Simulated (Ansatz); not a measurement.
## RbAlZn2Cl2O3: complex band structure

A new crystal, RbAlZn2Cl2O3: structure, gap and complex bands. It is built by putting Rb for K, Al for B in the KZn2BCl2O3 structure of space group R32, with the volume rescaled by atomic radii. The parent structure comes from the Materials Project.

Main program and level: Ansatz 0.2.0; PBE DFT, plane waves, PAW files, in the first sound run; inputs show where later runs differ.

The structure was built from a prototype and need not be the compound's stable phase.

## (1) The structure

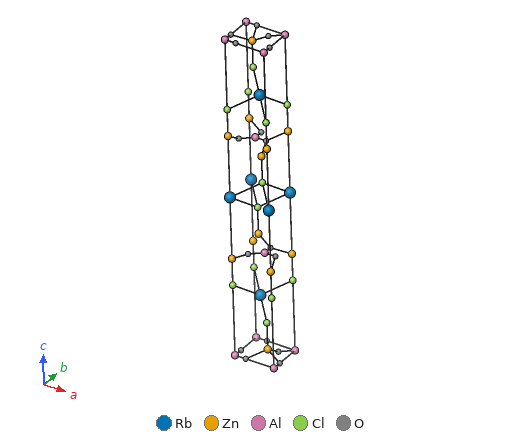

The starting structure, seen slightly off an axis (rubidium blue, zinc orange, aluminium pink, chlorine green, oxygen grey). This picture shows the conventional cell, with its axes. Some periodic images of atoms are drawn too.

## (2) Cell and atoms at rest

The substituted atoms don't fit the parent's cell, so cell and atoms relax together. A small smearing keeps the run stable in case the gap closes on the way.

Contents of input.yaml:

```yaml
crystal:
  lattice:
    - [2.5927588294, 1.4969300081, 9.3925863049]
    - [-2.5927588294, 1.4969300081, 9.3925863049]
    - [0.0, -2.9938600162, 9.3925863049]
  atoms:
    - { symbol: Rb, position: [0.5, 0.5, 0.5] }
    - { symbol: Zn, position: [0.305716, 0.305716, 0.305716] }
    - { symbol: Zn, position: [0.694284, 0.694284, 0.694284] }
    - { symbol: Al, position: [0.0, 0.0, 0.0] }
    - { symbol: Cl, position: [0.221962, 0.221962, 0.221962] }
    - { symbol: Cl, position: [0.778038, 0.778038, 0.778038] }
    - { symbol: O, position: [0.723321, 0.0, 0.276679] }
    - { symbol: O, position: [0.0, 0.276679, 0.723321] }
    - { symbol: O, position: [0.276679, 0.723321, 0.0] }
kpoints:
  mp_grid: { grid: [6, 6, 6] }
scf:
  occupations: { method: gaussian, width: 0.03 }
hamiltonian:
  xc: pbe
output:
  forces: true
  stress: true
relax:
  f_tol: 0.02
  max_steps: 60
  cell: {}
```

Run with:

```bash
ansatz run input.yaml --threads 2 --pin off --max-ram 4096MiB --backend cpu --events-out ev --progress --plain --runs-dir out
```

Planned after this: the bulk crystal and its band edges; complex bands; decay over the two-dimensional zone; band edges at another level; complex bands at another level. Settings of the main run: plane (001), cutoff 420 eV, 6×6×6 k-mesh, gap between the searched band edges 3.296 eV.

Q: Predict the band gap; least decay constant at mid-gap, normal to (001); and least decay constant, PBEsol.

Inside the gap the slowest decay grows from the band edges towards mid-gap. At its top, κ = 0.36 Å⁻¹, tunnelling falls as exp(−2κL), a factor of 2.0 for each Å. With PBE, the slowest decay at the wavevectors tried is κ = 0.357 Å⁻¹, normal to (001). Through such a film the transmission near mid-gap falls as exp(−2κd), a factor of ten every 3.2 Å. A free electron under a barrier of half the gap would need a mass of 0.29 mₑ to decay at this rate.

- band gap: 3.30 eV
- least decay constant at mid-gap, normal to (001): 0.357 Å⁻¹
- least decay constant on a mesh, normal to (001): 0.356 Å⁻¹
- least decay constant, PBEsol: 0.350 Å⁻¹

With PBEsol the gap goes from 3.30 to 3.22 eV and the decay constant, over the first 2 listed wavevectors (which shift with the band edges), from 0.357 to 0.350 Å⁻¹. The compound is made up by substitution; its stability against other phases and against distortions of the cell's symmetry was not tested. A semilocal functional narrows gaps, so real decay constants are likely larger.

[Logs are printed without paths, hosts, clocks, repeated set-up lines and the standing remarks that a program may print on its own settings, such as how far it seeks lower states.]

[Hosts, paths, dates, database ids (printed as entryN), source tags and the programs' standing remarks are cut or masked in the printed files.]
